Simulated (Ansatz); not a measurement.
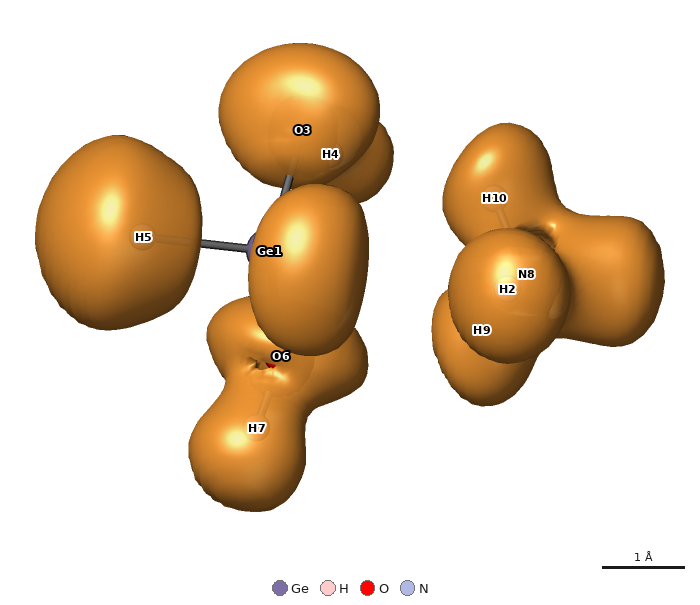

Figure 1: GeH3O2···NH3 (doublet). Isosurface of the ELF at 0.75 (orange), seen at a tilt. Only the valence region is drawn (cores and ρ < 0.01 e/Å³ removed).

All numbers below come from UKS PBE/def2-SVP (Ansatz 0.2.0).

```yaml
atoms:
  - { symbol: Ge, position_ang: [-0.2468, 0.3056, 0.0076] }
  - { symbol: H, position_ang: [-0.6043, 0.4605, 3.0450] }
  - { symbol: O, position_ang: [1.5616, 0.3175, 0.1150] }
  - { symbol: H, position_ang: [1.8596, -0.5930, 0.3161] }
  - { symbol: H, position_ang: [-0.5840, 0.8753, -1.4517] }
  - { symbol: O, position_ang: [-0.5492, -1.4957, 0.0400] }
  - { symbol: H, position_ang: [-1.4837, -1.7183, -0.1326] }
  - { symbol: N, position_ang: [0.1241, -0.2642, 3.0839] }
  - { symbol: H, position_ang: [-0.2132, -1.0504, 2.5112] }
  - { symbol: H, position_ang: [0.9385, 0.1210, 2.5873] }
```

### Where are the electrons localised?

The ELF exceeds this value in one region around a hydrogen nucleus, one lobe on Ge, pointing away from the bonds (non-bonding electrons), one joined region spread over several atoms (H, N), in which their bonds and any lone pairs are merged and two joined regions spread over several atoms (H, O), in which their bonds and any lone pairs are merged. Profiles from the grid: Ge1···N8 (3.15 Å): the ELF dips to about 0.10 between them. Ge–O (1.81 Å): the ELF peaks at about 0.85 in the valence shell of O, 0.6 Å from its nucleus, and is about 0.35 at the midpoint.
